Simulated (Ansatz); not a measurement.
# C₂H₄BClO: basis-set convergence

How large a basis does C₂H₄BClO need? Two functionals are run in growing sets.

Program: Ansatz 0.2.0, Gaussian basis. Level of theory: one geometry, several basis sets. These are calculated values, not measurements.

Levels to be run: PBE0-D4/def2-SVP; ωB97M-V/def2-SVP; PBE0-D4/def2-QZVPP; ωB97M-V/def2-QZVPP; the functionals' def2-TZVPP values are taken from earlier runs.

## 1. The relaxed structure

The geometry comes from an earlier relaxation with PBE0-D4 in a triple-zeta def2 set; it is a stationary point, not always the lowest conformer.

9 atoms, charge 0, spin multiplicity 1.

Atoms are counted from 1 here; the program's logs count them from 0.

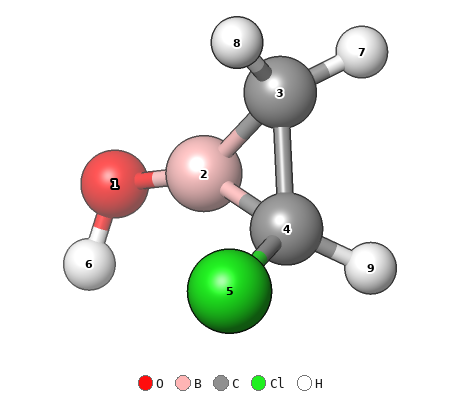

The geometry (oxygen red, boron pink, carbon grey, chlorine green, hydrogen white); atoms are numbered from 1 in the order of the file.

Coordinates:

```csv
atom,x (Å),y (Å),z (Å)
O1,-1.1738,0.8227,-1.4656
B2,-0.4735,0.1675,-0.5377
C3,0.5187,-0.9379,-0.2211
C4,0.1218,0.1036,0.8681
Cl5,1.3209,1.2894,1.3865
H6,-1.5818,1.6300,-1.1368
H7,0.2472,-1.9629,0.0116
H8,1.5189,-0.8513,-0.6407
H9,-0.4101,-0.3075,1.7187
```

## 2. PBE0-D4 in def2-SVP

The input, in.yaml:

```yaml
crystal:
  periodic: [false, false, false]
  atoms:
    - {symbol: O, position_ang: [-1.173783, 0.822709, -1.465586]}
    - {symbol: B, position_ang: [-0.473452, 0.167532, -0.537750]}
    - {symbol: C, position_ang: [0.518695, -0.937932, -0.221098]}
    - {symbol: C, position_ang: [0.121828, 0.103616, 0.868060]}
    - {symbol: Cl, position_ang: [1.320860, 1.289435, 1.386507]}
    - {symbol: H, position_ang: [-1.581815, 1.629998, -1.136803]}
    - {symbol: H, position_ang: [0.247235, -1.962919, 0.011558]}
    - {symbol: H, position_ang: [1.518887, -0.851262, -0.640688]}
    - {symbol: H, position_ang: [-0.410054, -0.307476, 1.718701]}
basis:
  gaussian: {orbitals: def2-SVP}
hamiltonian: {xc: pbe0, dispersion: d4}
output: {orbitals: {seedname: orbitals}}
```

Launch:

```sh
$ ansatz run in.yaml --threads 2 --pin off --events-out ev --progress --plain --max-ram 4352MiB
```

The runs that follow: ωB97M-V in def2-SVP; PBE0-D4 in def2-QZVPP; ωB97M-V in def2-QZVPP.

Q: Predict the results of all the runs planned. Wanted: PBE0-D4: double and triple zeta above quadruple; ωB97M-V: double and triple zeta above quadruple.

**Answer**, as computed:

| quantity | value |
| --- | --- |
| PBE0-D4: double and triple zeta above quadruple | 10.49, 0.64 eV |
| ωB97M-V: double and triple zeta above quadruple | 10.59, 0.61 eV |

What this shows: For PBE0-D4 the step from double to triple zeta gains 9.84 eV and the next only 0.64 eV. Total energies overstate the basis error of differences, where much of it tends to cancel. The LUMO of ωB97M-V is positive and keeps falling with the basis (1.66 to 1.12 eV): an unbound level that the basis holds in place.
